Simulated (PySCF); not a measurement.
System: C$_{6}$H$_{11}$ClOSi.

The calculation's input:

```
{"job": {"kind": "nmr", "xc": "PBE0", "basis": "pcSseg-1"}, "charge": 0, "multiplicity": 1}
Si     1.891586    -0.035936    -0.723192
O      0.644328    -1.127965    -0.535883
C     -0.566187    -0.847932     0.117076
C     -1.462474    -2.108580     0.170090
C     -2.656151    -1.563032    -0.611263
Cl    -4.009648    -2.677046    -0.835722
C     -1.996936    -0.848182    -1.801821
C     -1.500107     0.083612    -0.674663
C     -2.857116    -0.174125     0.016682
H      2.168983     0.648830     0.579062
H      3.075134    -0.820027    -1.165452
H      1.570237     1.006882    -1.746198
H     -0.365622    -0.440192     1.125962
H     -0.972441    -2.948916    -0.339816
H     -1.740051    -2.416118     1.188082
H     -1.249994    -1.403217    -2.387063
H     -2.736829    -0.365811    -2.454656
H     -1.142888     1.102252    -0.878137
H     -3.681484     0.381418    -0.450615
H     -2.917825    -0.111030     1.114572
```

Run with:

```sh
OMP_NUM_THREADS=1 python probes_run.py task.json out
```

Geometry: PBE0-D3(BJ)/def2-SVP.

Method: PBE0/pcSseg-1, SCF density, gas phase, non-relativistic (PySCF 2.14.0).

### Predict the electron density and electron localisation function between the atoms.

C–C (1.53 Å): ρ at the midpoint is about 1.7 e/Å³; the ELF peaks at about 0.95 between the atoms (localised, covalent bonding).
C–Cl (1.77 Å): ρ is about 1.4 e/Å³ halfway; the ELF peaks at about 0.90 between the atoms; localised, covalent bonding.
C–H (1.10 Å): ρ is about 2 e/Å³ halfway; the ELF climbs to about 1 towards the hydrogen, as it does in any bond to H (an ordinary covalent bond to hydrogen).

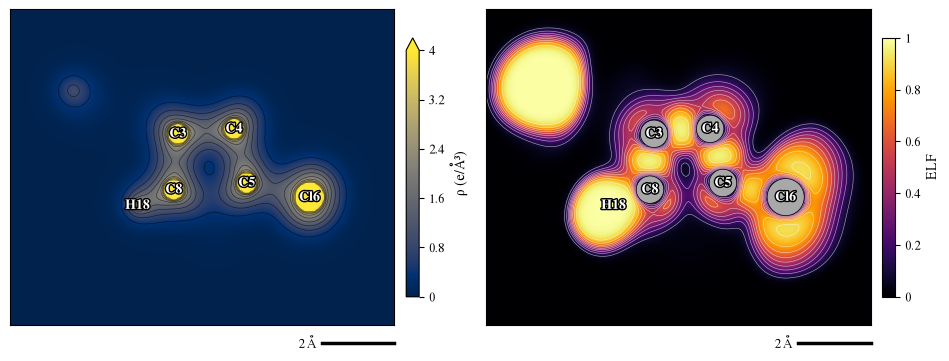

Computed electron density and electron localisation function on the plane of atoms C3, C8 and H18, in this order. Grey discs cover the atomic cores in the ELF map. 
